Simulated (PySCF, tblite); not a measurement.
# C₄H₈F₃NSi: a rotation path, then NMR shifts on frames

Aim: move C₄H₈F₃NSi (`FC(F)(F)[Si@@H]1CCCN1`) away from its starting geometry and see how NMR shifts follow the geometry.

Programs: tblite 0.8.0 and PySCF 2.14.0, with density-fitted response routines of our own. Each step states its level of theory. These are calculated values for one molecule in the gas phase, unless marked as measured. Atoms count from 0, in the outputs and in this text.

## 1. The starting structure

17 atoms, charge 0, multiplicity 1; geometry from: GFN2-xTB.

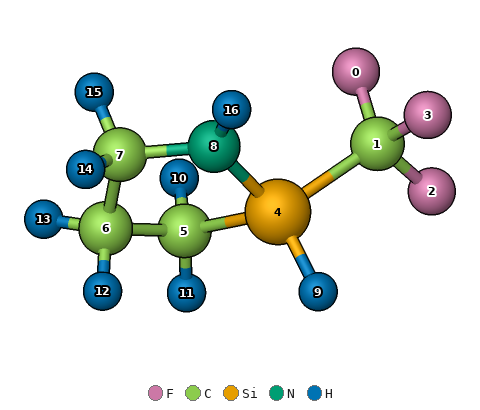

As it starts; fluorine pink, carbon green, silicon amber, nitrogen teal, hydrogen blue, atoms numbered.

## 2. The rotation path with GFN2-xTB

Job settings and geometry (Å):

```
{"job": {"kind": "neb", "xc": "GFN2-xTB", "basis": "xTB", "atoms": [0, 1, 4, 8], "turn": 120}, "charge": 0, "multiplicity": 1}
F      2.496098     1.553005    -0.079898
C      2.503064     0.232985     0.183554
F      3.378247    -0.318140    -0.681383
F      3.067089     0.101639     1.404289
Si     0.760819    -0.616482     0.111205
C     -0.373664    -0.143299    -1.324795
C     -1.737429    -0.200616    -0.635543
C     -1.608647     0.408852     0.762467
N     -0.261878     0.139899     1.240597
H      1.061228    -2.048753     0.237420
H     -0.175358     0.865368    -1.687023
H     -0.346479    -0.811594    -2.180237
H     -2.031704    -1.246141    -0.537230
H     -2.506075     0.316790    -1.209544
H     -2.352941    -0.021771     1.439268
H     -1.770375     1.492345     0.726384
H     -0.108993     0.307942     2.220560
```

With the program's defaults for keys left out, this is: GFN2-xTB climbing-image nudged elastic band, gas phase.

Started as:

```sh
$ OMP_NUM_THREADS=1 python probes_run.py task.json out
```

The driver reads the jobs from task.json and runs them one after another.

The program printed:

```text
image   E - E0 / eV
  0      -0.0000
  1       0.0075
  2       0.0161
  3       0.0222
  4       0.0224
  5       0.0164
  6       0.0076
  7       0.0011
  8      -0.0011
```

Run time: 5.7 s. Hardware: 1 thread of Arm Neoverse N1, shared host; peak memory 0.19 GiB.

The final band, with the dihedral F0–C1–Si4–N8:

```tsv
image	dihedral (°)	energy (eV)	energy (kcal/mol)
0	-59	0.000	0.0
1	-45	0.007	0.2
2	-30	0.016	0.4
3	-15	0.022	0.5
4	0	0.022	0.5
5	14	0.016	0.4
6	29	0.008	0.2
7	44	0.001	0.0
8	58	-0.001	0.0
```

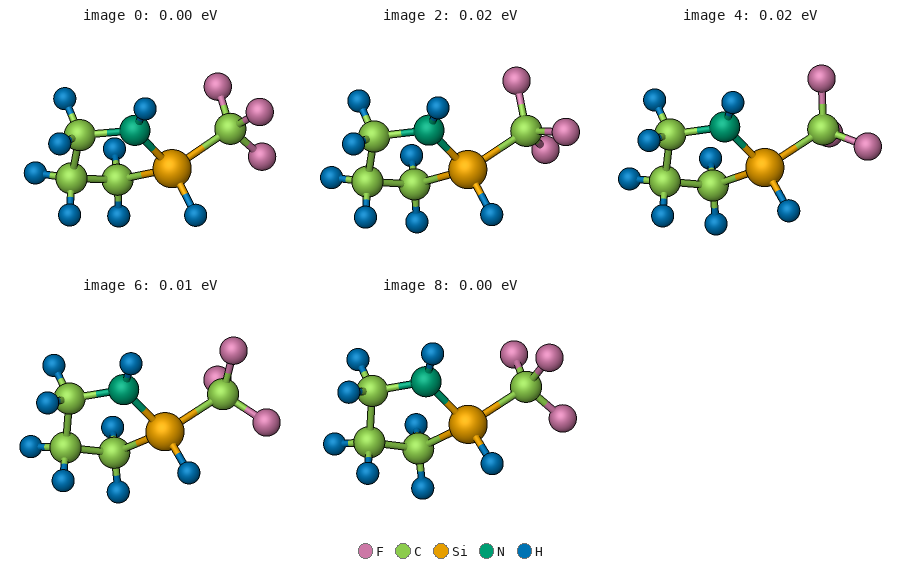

Images along the band.

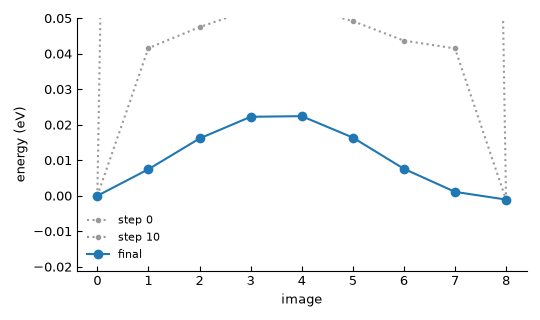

Energy along the band, early and final.

## 3. Nuclear shieldings: image 0, PBE0/pcSseg-1

Job settings and geometry (Å):

```
{"job": {"kind": "nmr", "xc": "PBE0", "basis": "pcSseg-1", "pop": false}, "charge": 0, "multiplicity": 1}
F      2.496100     1.553000    -0.079900
C      2.503100     0.233000     0.183600
F      3.378200    -0.318100    -0.681400
F      3.067100     0.101600     1.404300
Si     0.760800    -0.616500     0.111200
C     -0.373700    -0.143300    -1.324800
C     -1.737400    -0.200600    -0.635500
C     -1.608600     0.408900     0.762500
N     -0.261900     0.139900     1.240600
H      1.061200    -2.048800     0.237400
H     -0.175400     0.865400    -1.687000
H     -0.346500    -0.811600    -2.180200
H     -2.031700    -1.246100    -0.537200
H     -2.506100     0.316800    -1.209500
H     -2.352900    -0.021800     1.439300
H     -1.770400     1.492300     0.726400
H     -0.109000     0.307900     2.220600
```

Level: GIAO PBE0/pcSseg-1 NMR shielding, non-relativistic, gas phase.

The program printed:

```text
coarse grid: 15248 points
cycle   1  E = -800.1137223045  dE =  1.276e+00  |g| = 9.220e-01  |ddm| = 3.696e+00
cycle   2  E = -799.9395580984  dE =  1.742e-01  |g| = 1.390e+00  |ddm| = 1.307e+00
cycle   3  E = -800.2670878327  dE = -3.275e-01  |g| = 4.795e-02  |ddm| = 8.185e-01
cycle   4  E = -800.2673555513  dE = -2.677e-04  |g| = 3.211e-02  |ddm| = 6.934e-02
cycle   5  E = -800.2675727170  dE = -2.172e-04  |g| = 8.864e-03  |ddm| = 3.296e-02
cycle   6  E = -800.2675884920  dE = -1.578e-05  |g| = 1.780e-03  |ddm| = 7.744e-03
cycle   7  E = -800.2675890534  dE = -5.614e-07  |g| = 5.196e-04  |ddm| = 1.702e-03
final grid: 145544 points
cycle   8  E = -800.3379872574  dE = -5.025e-05  |g| = 9.531e-03  |ddm| = 2.629e-02
cycle   9  E = -800.3379721629  dE =  1.509e-05  |g| = 1.296e-02  |ddm| = 1.768e-02
cycle  10  E = -800.3380076475  dE = -3.548e-05  |g| = 7.707e-04  |ddm| = 1.016e-02
cycle  11  E = -800.3380077432  dE = -9.571e-08  |g| = 3.510e-04  |ddm| = 8.288e-04
cycle  12  E = -800.3380077671  dE = -2.385e-08  |g| = 8.113e-05  |ddm| = 3.265e-04
cycle  13  E = -800.3380077682  dE = -1.135e-09  |g| = 2.380e-05  |ddm| = 8.006e-05
cycle  14  E = -800.3380077683  dE = -9.436e-11  |g| = 5.323e-06  |ddm| = 2.066e-05
converged SCF energy = -800.3380077683

GIAO shielding tensors (ppm)
atom      isotropic    diamagn.    paramagn.     s11        s22        s33       span
  0 F      255.559     474.830    -219.271    156.416    270.107    340.155    183.739
  1 C       49.216     253.992    -204.776     43.620     48.748     55.279     11.659
  2 F      252.633     472.207    -219.573    148.398    273.178    336.324    187.926
  3 F      248.736     472.760    -224.024    146.567    260.402    339.240    192.673
  4 Si     367.245     879.721    -512.476    322.989    369.936    408.809     85.820
  5 C      176.112     253.704     -77.592    164.023    175.769    188.543     24.520
  6 C      159.850     249.597     -89.747    139.116    165.663    174.771     35.655
  7 C      138.883     242.237    -103.354    116.351    133.128    167.170     50.819
  8 N      240.234     323.903     -83.669    193.534    227.037    300.131    106.597
  9 H       26.712      28.663      -1.951     22.851     24.579     32.705      9.855
 10 H       30.604      31.826      -1.223     25.952     28.394     37.465     11.513
 11 H       30.792      30.525       0.266     25.875     28.125     38.375     12.500
 12 H       29.967      30.482      -0.515     24.972     27.887     37.042     12.070
 13 H       29.523      29.341       0.182     24.534     26.966     37.068     12.533
 14 H       28.347      28.160       0.187     23.154     26.608     35.279     12.125
 15 H       28.301      29.425      -1.124     22.787     26.493     35.624     12.837
 16 H       31.073      32.250      -1.177     21.275     28.761     43.183     21.908
```

Run time: 58 s. Hardware: 1 thread of Arm Neoverse N1, shared host; peak memory 0.88 GiB.

Shifts follow as δ = σ(reference) − σ, with reference shieldings (ppm) from runs at the same level and on the same kind of geometry: 1H TMS 31.72, 13C TMS 186.9, 29Si TMS 349.2, 19F CFCl3 170.9, 15N NH3 267.7. The references are single molecules in the gas phase, so shifts against H2O, NH3, PH3, H3PO4 or CFCl3 are not on the usual liquid scales and can be off by tens of ppm. Each atom is listed at this fixed geometry, with no averaging over motion; a spectrum would average atoms that exchange fast.

```tsv
atoms	environment	σ (ppm)	δ (ppm)
C1	CF3 carbon	49.2	137.7
C7	sp3 CH2 bonded to N	138.9	48.0
C6	sp3 CH2 in a ring	159.9	27.1
C5	sp3 CH2 bonded to Si	176.1	10.8
H9	hydrogen on a silicon bonded to 2 C, N, in a 5-membered ring	26.71	5.01
H15	hydrogen on an sp3 CH2 bonded to N	28.30	3.42
H14	hydrogen on an sp3 CH2 bonded to N	28.35	3.37
H13	hydrogen on an sp3 CH2 in a ring	29.52	2.19
H12	hydrogen on an sp3 CH2 in a ring	29.97	1.75
H10	hydrogen on an sp3 CH2 bonded to Si	30.60	1.11
H11	hydrogen on an sp3 CH2 bonded to Si	30.79	0.93
H16	hydrogen on a nitrogen bonded to C, Si, in a 5-membered ring	31.07	0.64
F3	fluorine of a CF3 group	248.7	-77.8
F2	fluorine of a CF3 group	252.6	-81.7
F0	fluorine of a CF3 group	255.6	-84.6
Si4	silicon bonded to 2 C, N, H, in a 5-membered ring	367.2	-18.1
N8	nitrogen bonded to C, Si, H, in a 5-membered ring	240.2	27.5
```

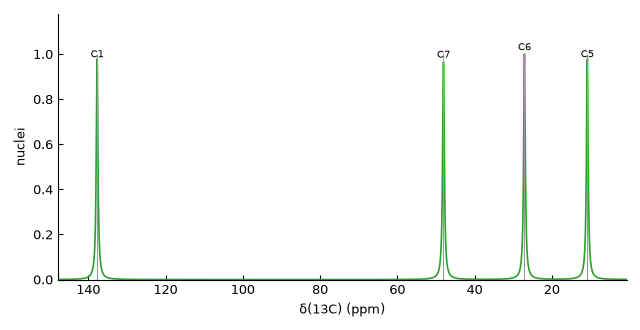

13C lines at the computed shifts, without couplings. Lines are broadened to a width of 0.51 ppm (Lorentzian).

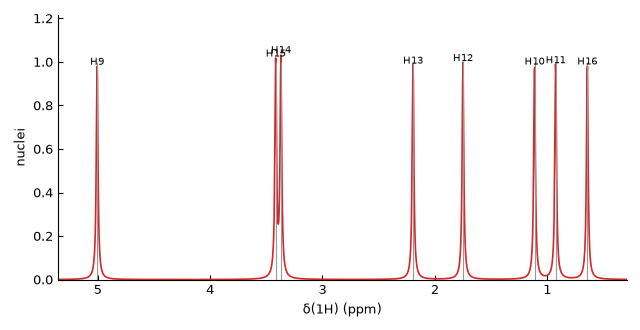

1H lines at the computed shifts, without couplings. Lines are broadened to a width of 0.02 ppm (Lorentzian).

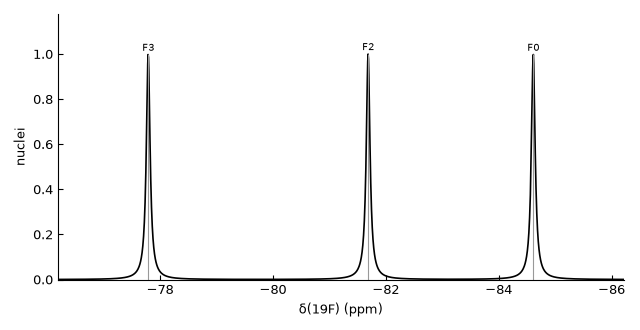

19F lines at the computed shifts, without couplings. Lines are broadened to a width of 0.08 ppm (Lorentzian).

Ring of atoms Si4, C5, C6, C7, N8: NICS(0) -6.9, NICS(1) -3.5, NICS(1)zz -3.1 ppm (means of both faces).

## 4. Shielding tensors: image 2, PBE0/pcSseg-1

Job settings and geometry (Å):

```
{"job": {"kind": "nmr", "xc": "PBE0", "basis": "pcSseg-1", "pop": false}, "charge": 0, "multiplicity": 1}
F      2.493000     1.554700     0.460800
C      2.511400     0.235200     0.192300
F      3.185500     0.098300    -0.968200
F      3.300400    -0.322600     1.137000
Si     0.757100    -0.600100     0.166000
C     -0.356100    -0.216100    -1.313900
C     -1.731900    -0.224600    -0.646200
C     -1.623900     0.458100     0.719600
N     -0.284500     0.217900     1.234000
H      1.056100    -2.023100     0.378000
H     -0.147500     0.762600    -1.746800
H     -0.317700    -0.945600    -2.118200
H     -2.035900    -1.260500    -0.493900
H     -2.491800     0.267100    -1.254900
H     -2.378200     0.059400     1.404200
H     -1.785800     1.538000     0.627600
H     -0.157000     0.413300     2.212400
```

Method: GIAO PBE0/pcSseg-1 NMR shielding, non-relativistic, gas phase.

The program printed:

```text
coarse grid: 15248 points
cycle   1  E = -800.1106258682  dE =  1.270e+00  |g| = 9.245e-01  |ddm| = 3.693e+00
cycle   2  E = -799.9340719038  dE =  1.766e-01  |g| = 1.397e+00  |ddm| = 1.303e+00
cycle   3  E = -800.2649870610  dE = -3.309e-01  |g| = 4.861e-02  |ddm| = 8.158e-01
cycle   4  E = -800.2652566409  dE = -2.696e-04  |g| = 3.307e-02  |ddm| = 7.085e-02
cycle   5  E = -800.2654898243  dE = -2.332e-04  |g| = 8.778e-03  |ddm| = 3.371e-02
cycle   6  E = -800.2655052567  dE = -1.543e-05  |g| = 1.817e-03  |ddm| = 7.662e-03
cycle   7  E = -800.2655058458  dE = -5.891e-07  |g| = 5.186e-04  |ddm| = 1.727e-03
final grid: 145544 points
cycle   8  E = -800.3367938415  dE = -5.108e-05  |g| = 9.750e-03  |ddm| = 2.608e-02
cycle   9  E = -800.3367780115  dE =  1.583e-05  |g| = 1.327e-02  |ddm| = 1.794e-02
cycle  10  E = -800.3368150966  dE = -3.709e-05  |g| = 7.574e-04  |ddm| = 1.031e-02
cycle  11  E = -800.3368151876  dE = -9.102e-08  |g| = 3.598e-04  |ddm| = 8.269e-04
cycle  12  E = -800.3368152130  dE = -2.535e-08  |g| = 7.690e-05  |ddm| = 3.294e-04
cycle  13  E = -800.3368152140  dE = -1.019e-09  |g| = 2.377e-05  |ddm| = 7.691e-05
cycle  14  E = -800.3368152141  dE = -9.436e-11  |g| = 5.231e-06  |ddm| = 2.080e-05
converged SCF energy = -800.3368152141

GIAO shielding tensors (ppm)
atom      isotropic    diamagn.    paramagn.     s11        s22        s33       span
  0 F      250.976     474.631    -223.656    150.365    269.733    332.829    182.463
  1 C       49.021     253.969    -204.947     45.313     47.023     54.728      9.415
  2 F      251.443     472.955    -221.512    154.205    263.760    336.362    182.157
  3 F      245.315     472.084    -226.770    141.355    257.775    336.813    195.458
  4 Si     364.404     879.656    -515.251    321.942    366.478    404.793     82.852
  5 C      175.952     253.584     -77.633    163.407    175.424    189.024     25.617
  6 C      159.938     249.514     -89.576    139.340    165.739    174.736     35.395
  7 C      138.474     242.212    -103.738    115.008    133.040    167.372     52.364
  8 N      240.074     323.697     -83.623    194.252    224.990    300.979    106.727
  9 H       26.696      28.713      -2.017     22.843     24.649     32.597      9.753
 10 H       30.602      31.778      -1.176     25.965     28.390     37.449     11.485
 11 H       30.749      30.530       0.219     25.801     28.161     38.286     12.485
 12 H       29.978      30.481      -0.504     24.916     27.956     37.061     12.145
 13 H       29.529      29.300       0.229     24.551     26.987     37.048     12.498
 14 H       28.353      28.186       0.167     23.172     26.639     35.247     12.075
 15 H       28.268      29.377      -1.109     22.707     26.541     35.556     12.849
 16 H       31.148      32.134      -0.986     21.452     28.710     43.282     21.830
```

It took 58 s on 1 thread of Arm Neoverse N1, shared host; peak memory 0.94 GiB.

This run: δ C1 137.9, C7 48.5, C6 27.0, C5 11.0, H9 5.02, H15 3.45 ppm.

[end of part 1 of 2]
